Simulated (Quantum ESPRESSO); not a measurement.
# KMgF3 (Pm-3m): zone-centre phonons, part 2 of 4

Aim: the zone-centre modes of KMgF3 (Pm-3m).

Quantum ESPRESSO 7.5; DFT LDA, scalar-relativistic, plane waves, PseudoDojo norm-conserving pseudopotentials.

So far. Step 2 (A first look): A gap of 7.0 eV opens on this mesh, so the crystal is taken as an insulator; the start stands at -4.6 GPa. Step 4 (Self-consistent run for the response): The cell stands at -0.011 GPa, close enough for phonons.

### Step 5. Linear response at Γ

At q = 0 one unit cell holds all displacements; symmetry groups them into irreducible representations that are solved one by one. The response to a field gives ε∞ and the Born charges, which polar modes need.

ph.in

```
phonons
&INPUTPH
  prefix = 'x'
  outdir = './tmp'
  fildyn = 'g.dyn'
  tr2_ph = 1.0d-18
  epsil  = .true.
/
0.000000000000 0.000000000000 0.000000000000
```

Launch:

```console
$ OMP_NUM_THREADS=1 mpirun -n 4 ph.x -nk 4 -in ph.in > ph.out
```

What it wrote:

```text
[banners, grids, parts of the stress and lines that vanish by symmetry left out]
[banner, memory and clock lines left out]
Program PHONON v.7.5

     ./tmp/x.save/

     IMPORTANT: XC functional enforced from input :
     Exchange-correlation= PW
                           (   1   4   0   0   0   0   0)
     Any further DFT definition will be discarded
     Please, verify this is what you really want

     G-vector sticks info

     Reading collected, re-writing distributed wavefunctions in ./tmp/

     Number and degeneracy of irreps per q-point
       N         xq(1)         xq(2)         xq(3)   N irreps
       1   0.000000000   0.000000000   0.000000000       5
        3   3   3   3   3

     Calculation of q =    0.0000000   0.0000000   0.0000000

     phonons

     bravais-lattice index     =            0
     lattice parameter (alat)  =       7.3831  a.u.
     unit-cell volume          =     402.4473 (a.u.)^3
     number of atoms/cell      =            5
     number of atomic types    =            3
     kinetic-energy cut-off    =      92.0000  Ry
     charge density cut-off    =     368.0000  Ry
     convergence threshold     =      1.0E-18
     beta                      =       0.7000
     number of iterations used =            4
     Exchange-correlation= PW
                           (   1   4   0   0   0   0   0)

     celldm(1)=    7.38306  celldm(2)=    0.00000  celldm(3)=    0.00000
     celldm(4)=    0.00000  celldm(5)=    0.00000  celldm(6)=    0.00000

     crystal axes: (cart. coord. in units of alat)
               a(1) = (  1.0000  0.0000  0.0000 )
               a(2) = (  0.0000  1.0000  0.0000 )
               a(3) = (  0.0000  0.0000  1.0000 )

     reciprocal axes: (cart. coord. in units 2 pi/alat)
               b(1) = (  1.0000  0.0000  0.0000 )
               b(2) = (  0.0000  1.0000  0.0000 )
               b(3) = (  0.0000  0.0000  1.0000 )

     Atoms inside the unit cell:

     Cartesian axes

     site n.  atom      mass           positions (alat units)
        1  K      39.0983   tau(    1) = (    0.50000    0.50000    0.50000  )
        2  Mg     24.3050   tau(    2) = (    0.00000    0.00000    0.00000  )
        3  F      18.9984   tau(    3) = (    0.50000    0.00000    0.00000  )
        4  F      18.9984   tau(    4) = (    0.00000    0.50000    0.00000  )
        5  F      18.9984   tau(    5) = (    0.00000    0.00000    0.50000  )

     Computing dynamical matrix for
                    q = (   0.0000000   0.0000000   0.0000000 )

     49 Sym.Ops. (with q -> -q+G )

     G cutoff =  508.1135  (  47937 G-vectors)     FFT grid: ( 45, 45, 45)
     number of k points=    35
                       cart. coord. in units 2pi/alat
        k(    1) = (   0.0000000   0.0000000   0.0000000), wk =   0.0039062
        k(    2) = (   0.0000000   0.0000000   0.1250000), wk =   0.0234375
        k(    3) = (   0.0000000   0.0000000   0.2500000), wk =   0.0234375
        [... further k-points left out ...]

     PseudoPot. # 1 for K  read from file:
     ./pseudo/K.upf
     Pseudo is Norm-conserving + core correction, Zval =  9.0

     PseudoPot. # 2 for Mg read from file:
     ./pseudo/Mg.upf
     Pseudo is Norm-conserving, Zval = 10.0

     PseudoPot. # 3 for F  read from file:
     ./pseudo/F.upf
     Pseudo is Norm-conserving + core correction, Zval =  7.0

     Mode symmetry, O_h (m-3m)  point group:

     Electric field:
     Dielectric constant
     Born effective charges as d Force / d E

     Atomic displacements:
     There are    5 irreducible representations

     Representation     1      3 modes -  To be done

     Representation     2      3 modes -  To be done

     Representation     3      3 modes -  To be done

     Representation     4      3 modes -  To be done

     Representation     5      3 modes -  To be done

     Alpha used in Ewald sum =   2.8000

     Electric Fields Calculation

      iter #   1   av.it.:   6.8
      thresh= 1.000E-02 alpha_mix =  0.700 |ddv_scf|^2 =  1.689E-08

      [... iterations left out ...]
      iter #   8   av.it.:  13.1
      thresh= 3.150E-10 alpha_mix =  0.700 |ddv_scf|^2 =  6.661E-19

     End of electric fields calculation

          Dielectric constant in cartesian axis

          (       2.157868878       0.000000000       0.000000000 )
          (       0.000000000       2.157868878       0.000000000 )
          (       0.000000000       0.000000000       2.157868878 )

          Effective charges (d Force / dE) in cartesian axis without acoustic sum rule applied (asr)

           atom    1  K     Mean Z*:        1.19490
      Ex  (        1.19490        0.00000        0.00000 )
      Ey  (        0.00000        1.19490        0.00000 )
      Ez  (        0.00000        0.00000        1.19490 )
           atom    2  Mg    Mean Z*:        1.98931
      Ex  (        1.98931        0.00000        0.00000 )
      Ey  (        0.00000        1.98931        0.00000 )
      Ez  (        0.00000        0.00000        1.98931 )
           atom    3  F     Mean Z*:       -1.06138
      Ex  (       -1.25161        0.00000        0.00000 )
      Ey  (        0.00000       -0.96627        0.00000 )
      Ez  (        0.00000        0.00000       -0.96627 )
           atom    4  F     Mean Z*:       -1.06138
      Ex  (       -0.96627        0.00000        0.00000 )
      Ey  (        0.00000       -1.25161        0.00000 )
      Ez  (        0.00000        0.00000       -0.96627 )
           atom    5  F     Mean Z*:       -1.06138
      Ex  (       -0.96627        0.00000        0.00000 )
      Ey  (        0.00000       -0.96627        0.00000 )
      Ez  (        0.00000        0.00000       -1.25161 )

          Effective charges Sum: Mean:        0.00007
              0.00007        0.00000        0.00000
              0.00000        0.00007        0.00000
              0.00000        0.00000        0.00007

          Effective charges (d Force / dE) in cartesian axis with asr applied:
           atom    1  K     Mean Z*:        1.19489
      E*x (        1.19489        0.00000        0.00000 )
      E*y (        0.00000        1.19489        0.00000 )
      E*z (        0.00000        0.00000        1.19489 )
           atom    2  Mg    Mean Z*:        1.98930
      E*x (        1.98930        0.00000        0.00000 )
      E*y (        0.00000        1.98930        0.00000 )
      E*z (        0.00000        0.00000        1.98930 )
           atom    3  F     Mean Z*:       -1.06140
      E*x (       -1.25163        0.00000        0.00000 )
      E*y (        0.00000       -0.96628        0.00000 )
      E*z (        0.00000        0.00000       -0.96628 )
           atom    4  F     Mean Z*:       -1.06140
      E*x (       -0.96628        0.00000        0.00000 )
      E*y (        0.00000       -1.25163        0.00000 )
      E*z (        0.00000        0.00000       -0.96628 )
           atom    5  F     Mean Z*:       -1.06140
      E*x (       -0.96628        0.00000        0.00000 )
      E*y (        0.00000       -0.96628        0.00000 )
      E*z (        0.00000        0.00000       -1.25163 )

     Representation #   1 modes #   1   2   3

     Self-consistent Calculation

      iter #   1   av.it.:   7.2
      thresh= 1.000E-02 alpha_mix =  0.700 |ddv_scf|^2 =  7.338E-07

      [... iterations left out ...]
      iter #   9   av.it.:  12.8
      thresh= 1.109E-10 alpha_mix =  0.700 |ddv_scf|^2 =  1.832E-20

     End of self-consistent calculation

     Convergence has been achieved

     Representation #   2 modes #   4   5   6

     Self-consistent Calculation

      iter #   1   av.it.:   7.0
      thresh= 1.000E-02 alpha_mix =  0.700 |ddv_scf|^2 =  1.280E-06

      [... iterations left out ...]
      iter #   9   av.it.:  13.8
      thresh= 1.953E-10 alpha_mix =  0.700 |ddv_scf|^2 =  1.808E-20

     End of self-consistent calculation

     Convergence has been achieved

     Representation #   3 modes #   7   8   9

     Self-consistent Calculation

      iter #   1   av.it.:   6.4
      thresh= 1.000E-02 alpha_mix =  0.700 |ddv_scf|^2 =  5.850E-07

      [... iterations left out ...]
      iter #   8   av.it.:  13.8
      thresh= 3.145E-10 alpha_mix =  0.700 |ddv_scf|^2 =  7.731E-20

     End of self-consistent calculation

     Convergence has been achieved

     Representation #   4 modes #  10  11  12

     Self-consistent Calculation

      iter #   1   av.it.:   7.1
      thresh= 1.000E-02 alpha_mix =  0.700 |ddv_scf|^2 =  7.395E-07

      [... iterations left out ...]
      iter #   8   av.it.:  13.9
      thresh= 6.421E-10 alpha_mix =  0.700 |ddv_scf|^2 =  4.050E-19

     End of self-consistent calculation

     Convergence has been achieved

     Representation #   5 modes #  13  14  15

     Self-consistent Calculation

      iter #   1   av.it.:   6.9
      thresh= 1.000E-02 alpha_mix =  0.700 |ddv_scf|^2 =  3.624E-07

      [... iterations left out ...]
      iter #   7   av.it.:  13.4
      thresh= 1.652E-10 alpha_mix =  0.700 |ddv_scf|^2 =  3.455E-20

     End of self-consistent calculation

     Convergence has been achieved

     Number of q in the star =    1
     List of q in the star:
          1   0.000000000   0.000000000   0.000000000

          Dielectric constant in cartesian axis

          (       2.157868878       0.000000000       0.000000000 )
          (       0.000000000       2.157868878       0.000000000 )
          (       0.000000000       0.000000000       2.157868878 )

          Effective charges (d Force / dE) in cartesian axis without acoustic sum rule applied (asr)

           atom    1  K     Mean Z*:        1.19490
      Ex  (        1.19490        0.00000        0.00000 )
      Ey  (        0.00000        1.19490        0.00000 )
      Ez  (        0.00000        0.00000        1.19490 )
           atom    2  Mg    Mean Z*:        1.98931
      Ex  (        1.98931        0.00000        0.00000 )
      Ey  (        0.00000        1.98931        0.00000 )
      Ez  (        0.00000        0.00000        1.98931 )
           atom    3  F     Mean Z*:       -1.06138
      Ex  (       -1.25161        0.00000        0.00000 )
      Ey  (        0.00000       -0.96627        0.00000 )
      Ez  (        0.00000        0.00000       -0.96627 )
           atom    4  F     Mean Z*:       -1.06138
      Ex  (       -0.96627        0.00000        0.00000 )
      Ey  (        0.00000       -1.25161        0.00000 )
      Ez  (        0.00000        0.00000       -0.96627 )
           atom    5  F     Mean Z*:       -1.06138
      Ex  (       -0.96627        0.00000        0.00000 )
      Ey  (        0.00000       -0.96627        0.00000 )
      Ez  (        0.00000        0.00000       -1.25161 )

          Effective charges Sum: Mean:        0.00007
              0.00007        0.00000        0.00000
              0.00000        0.00007        0.00000
              0.00000        0.00000        0.00007

          Effective charges (d Force / dE) in cartesian axis with asr applied:
           atom    1  K     Mean Z*:        1.19489
      E*x (        1.19489        0.00000        0.00000 )
      E*y (        0.00000        1.19489        0.00000 )
      E*z (        0.00000        0.00000        1.19489 )
           atom    2  Mg    Mean Z*:        1.98930
      E*x (        1.98930        0.00000        0.00000 )
      E*y (        0.00000        1.98930        0.00000 )
      E*z (        0.00000        0.00000        1.98930 )
           atom    3  F     Mean Z*:       -1.06140
      E*x (       -1.25163        0.00000        0.00000 )
      E*y (        0.00000       -0.96628        0.00000 )
      E*z (        0.00000        0.00000       -0.96628 )
           atom    4  F     Mean Z*:       -1.06140
      E*x (       -0.96628        0.00000        0.00000 )
      E*y (        0.00000       -1.25163        0.00000 )
      E*z (        0.00000        0.00000       -0.96628 )
           atom    5  F     Mean Z*:       -1.06140
      E*x (       -0.96628        0.00000        0.00000 )
      E*y (        0.00000       -0.96628        0.00000 )
      E*z (        0.00000        0.00000       -1.25163 )

     Diagonalizing the dynamical matrix

     q = (    0.000000000   0.000000000   0.000000000 )

 **************************************************************************
     freq (    1) =       0.252378 [THz] =       8.418432 [cm-1]
     freq (    2) =       0.252378 [THz] =       8.418432 [cm-1]
     freq (    3) =       0.252378 [THz] =       8.418432 [cm-1]
     freq (    4) =       4.661787 [THz] =     155.500485 [cm-1]
     freq (    5) =       4.661787 [THz] =     155.500485 [cm-1]
     freq (    6) =       4.661787 [THz] =     155.500485 [cm-1]
     freq (    7) =       5.556641 [THz] =     185.349580 [cm-1]
     freq (    8) =       5.556641 [THz] =     185.349580 [cm-1]
     freq (    9) =       5.556641 [THz] =     185.349580 [cm-1]
     freq (   10) =       8.564679 [THz] =     285.686934 [cm-1]
     freq (   11) =       8.564679 [THz] =     285.686934 [cm-1]
     freq (   12) =       8.564679 [THz] =     285.686934 [cm-1]
     freq (   13) =      15.478375 [THz] =     516.303012 [cm-1]
     freq (   14) =      15.478375 [THz] =     516.303012 [cm-1]
     freq (   15) =      15.478375 [THz] =     516.303012 [cm-1]
 **************************************************************************

     Mode symmetry, O_h (m-3m)  point group:

     freq (   1-   3) =          8.4  [cm-1]   --> T_1u G_15  G_4- I
     freq (   4-   6) =        155.5  [cm-1]   --> T_1u G_15  G_4- I
     freq (   7-   9) =        185.3  [cm-1]   --> T_2u G_25  G_5-
     freq (  10-  12) =        285.7  [cm-1]   --> T_1u G_15  G_4- I
     freq (  13-  15) =        516.3  [cm-1]   --> T_1u G_15  G_4- I
```

Run time: 14 min. Hardware: 4 MPI ranks of Arm Neoverse V2, shared host.

Read from the output:

| Property | Result |
| --- | --- |
| miss of the charge sum rule | 6.00e-5 e |
| largest acoustic frequency at the zone centre before the sum rule | 8.42 cm⁻¹ |
| highest optical zone-centre mode (no LO-TO term) | 516.3 cm⁻¹ |
| lowest optical zone-centre mode | 155.5 cm⁻¹ |
| mean high-frequency dielectric constant | 2.158 |
| largest Born charge in size (third of the trace) | 1.989 e |

Born charge (rows field, columns displacement), before the sum rule (e), principal values of the symmetric part by kind of site:

```tsv
atom	atoms with these values	low	middle	high	mean
K1	1	1.19	1.19	1.19	1.19
Mg2	1	1.99	1.99	1.99	1.99
F3	3	-1.25	-0.97	-0.97	-1.06
```

In full for K1:

```
1.19 0.00 0.00
0.00 1.19 0.00
0.00 0.00 1.19
```

High-frequency dielectric tensor:

```
2.16 0.00 0.00
0.00 2.16 0.00
0.00 0.00 2.16
```

The acoustic modes at Γ come out as far as 8.4 cm⁻¹ from zero, where they should vanish, a small numerical error; the Born charges miss their sum rule by 6.0e-5 e, which is good.

### Step 6. Zone-centre analysis

A rigid shift of the crystal must cost nothing, but grids and finite bases break this; the acoustic sum rule is imposed before the matrix is diagonalised again. With Born charges the intensities follow, and the static dielectric tensor.

dynmat.in

```
&INPUT
  fildyn = 'g.dyn'
  asr    = 'simple'
  fileig = 'dynmat.eig'
  lperm  = .true.
/
```

Launch:

```console
$ dynmat.x -in dynmat.in > dynmat.out
```

What it wrote:

```text
[banner, memory and clock lines left out]
Program DYNMAT v.7.5

     Reading Dynamical Matrix from file g.dyn
     ...Force constants read
     ...epsilon and Z* read
     A direction for q was not specified:TO-LO splitting will be absent

     Polarizability (A^3 units)
     multiply by 0.721523 for Clausius-Mossotti correction
         5.494927    0.000000    0.000000
         0.000000    5.494927    0.000000
         0.000000    0.000000    5.494927

     IR activities are in (D/A)^2/amu units

# mode   [cm-1]    [THz]      IR
    1     -0.00   -0.0000    0.0000
    2     -0.00   -0.0000    0.0000
    3      0.00    0.0000    0.0000
    4    155.44    4.6600    1.8133
    5    155.44    4.6600    1.8133
    6    155.44    4.6600    1.8133
    7    185.38    5.5575    0.0000
    8    185.38    5.5575    0.0000
    9    185.38    5.5575    0.0000
   10    285.43    8.5570    2.8380
   11    285.43    8.5570    2.8380
   12    285.43    8.5570    2.8380
   13    516.18   15.4748    4.1177
   14    516.18   15.4748    4.1177
   15    516.18   15.4748    4.1177

Electronic dielectric permittivity tensor (relative, adimensional)
         2.157869    0.000000    0.000000
         0.000000    2.157869    0.000000
         0.000000    0.000000    2.157869

 ... with zone-center polar mode contributions
         6.640386    0.000000   -0.000000
         0.000000    6.640386    0.000000
        -0.000000    0.000000    6.640386

[end of the log left out, with the tail of the file of modes that dynmat.x writes under the same name]
```

The job ended after 0.45 s (1 thread).

Read from the output:

```
highest optical zone-centre mode (no LO-TO term) : 516.2 cm⁻¹
lowest optical zone-centre mode                  : 155.4 cm⁻¹
mean static dielectric constant                  : 6.640
```

Unit eigenvectors of the mass-weighted matrix after the sum rule; no LO-TO term. Modes at Γ, with each element's share of the kinetic energy:

```tsv
mode	frequency (cm⁻¹)	symmetry	K %	Mg %	F %
1	0.0	acoustic	32	20	47
2	0.0	acoustic	32	20	47
3	0.0	acoustic	32	20	47
4	155.4	T1u	67	5	28
5	155.4	T1u	67	5	28
6	155.4	T1u	67	5	28
7	185.4	T2u	0	0	100
8	185.4	T2u	0	0	100
9	185.4	T2u	0	0	100
10	285.4	T1u	1	41	58
11	285.4	T1u	1	41	58
12	285.4	T1u	1	41	58
13	516.2	T1u	0	33	67
14	516.2	T1u	0	33	67
15	516.2	T1u	0	33	67
```

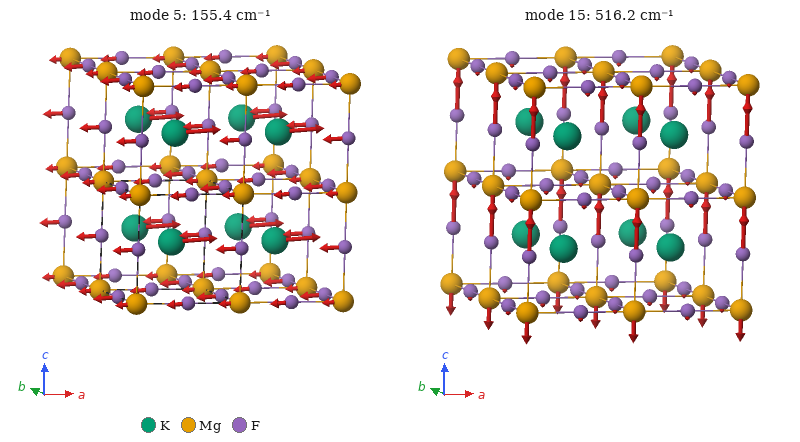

Displacement patterns of modes 5 and 15 at Γ; arrows are exaggerated. 2×2×2 cells are drawn. Some periodic images of atoms are drawn too.

Degenerate modes summed, no LO-TO term. Infrared lines, with heights relative to the strongest:

```tsv
position (cm⁻¹)	lines merged	label	IR intensity, relative
155	3	T1u	44
185	3	T2u	0.0
285	3	T1u	69
516	3	T1u	100
```

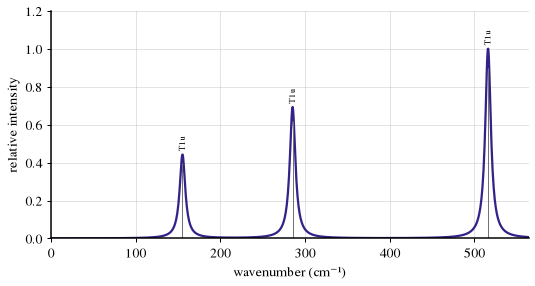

The infrared spectrum, broadened with Lorentzians of width 8 cm⁻¹; bars mark the lines.

Static dielectric tensor (ions relaxed, fixed cell):

```
6.64 0.00 0.00
0.00 6.64 0.00
0.00 0.00 6.64
```

The rule moves no optical mode by more than 0.3 cm⁻¹.

### Step 7. The LO-TO splitting (1 0 0)

A longitudinal polar mode sets up a macroscopic field that stiffens it; the term hangs on the direction from which q goes to zero.

dynmat.in

```
&INPUT
  fildyn = 'g.dyn'
  asr    = 'simple'
  fileig = 'dynmat.eig'
  q(1)   = 1.0
  q(2)   = 0.0
  q(3)   = 0.0
/
```

Launch:

```console
$ dynmat.x -in dynmat.in > dynmat.out
```

What it wrote:

```text
[banner, memory and clock lines left out]
Program DYNMAT v.7.5

     Reading Dynamical Matrix from file g.dyn
     ...Force constants read
     ...epsilon and Z* read

     Polarizability (A^3 units)
     multiply by 0.721523 for Clausius-Mossotti correction
         5.494927    0.000000    0.000000
         0.000000    5.494927    0.000000
         0.000000    0.000000    5.494927

     IR activities are in (D/A)^2/amu units

# mode   [cm-1]    [THz]      IR
    1     -0.00   -0.0000    0.0000
    2     -0.00   -0.0000    0.0000
    3      0.00    0.0000    0.0000
    4    155.44    4.6600    1.8133
    5    155.44    4.6600    1.8133
    6    185.38    5.5575    0.0000
    7    185.38    5.5575    0.0000
    8    185.38    5.5575    0.0000
    9    192.18    5.7613    0.2883
   10    285.43    8.5570    2.8380
   11    285.43    8.5570    2.8380
   12    349.09   10.4655    1.7122
   13    516.18   15.4748    4.1177
   14    516.18   15.4748    4.1177
   15    598.85   17.9529    6.7685

[end of the log left out, with the tail of the file of modes that dynmat.x writes under the same name]
```

It took 0.45 s on 1 thread.

Read from the output:

```
highest mode moved by the LO-TO term : 598.9 cm⁻¹
```

Zone-centre frequencies as printed; negative means imaginary. Modes:

```tsv
mode	frequency (cm⁻¹)
1	0
2	0
3	0
4	155.4
5	155.4
6	185.4
7	185.4
8	185.4
9	192.2
10	285.4
11	285.4
12	349.1
13	516.2
14	516.2
15	598.9
```

The field moves 3 modes; the highest of them now lies at 599 cm⁻¹, where the highest that moved away lay at 516.

[end of part 2 of 4]

[Host names and launcher messages were left out of these logs when they were recorded.]

[Logs are printed without paths, hosts, clocks, repeated set-up lines and the standing remarks that a program may print on its own settings, such as how far it seeks lower states.]

[Hosts, paths, dates, database ids (printed as entryN), source tags and the programs' standing remarks are cut or masked in the printed files.]
